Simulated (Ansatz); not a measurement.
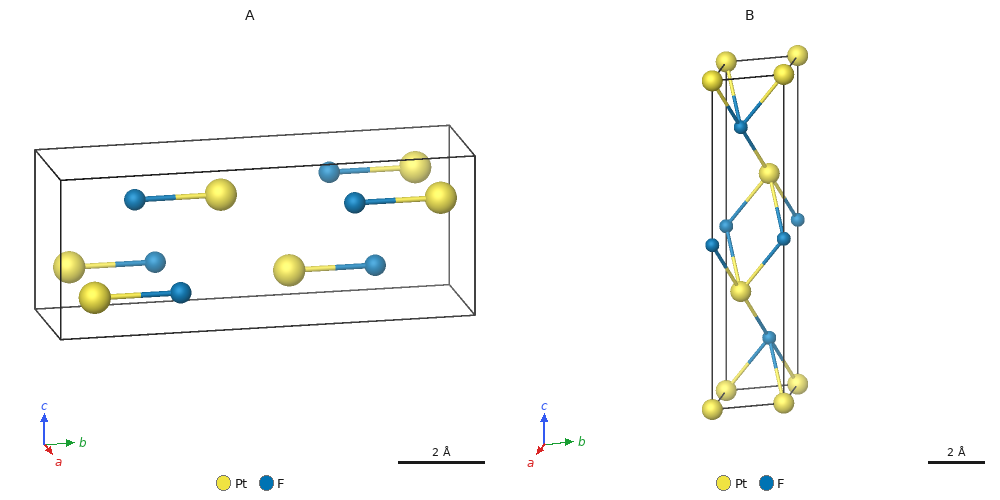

Two structures of PtF, each relaxed to rest (conventional cells in solid outline, small ones repeated, not to one scale). Method: Ansatz, DFT PBE, scalar-relativistic, plane waves, PAW, without spin polarisation.

Give the type and space group of each.

A: 8 atoms a cell on a base-centred orthorhombic lattice, Cmcm. B: 6 atoms a cell on a rhombohedral (trigonal R) lattice, R-3m.

Which structure is more stable?

A is lower, by 275 meV/atom at this level of theory (energies at zero smearing). Volumes: A 13.3, B 13.0 Å³/atom.

One or both may be structure types tried for this composition rather than known phases.
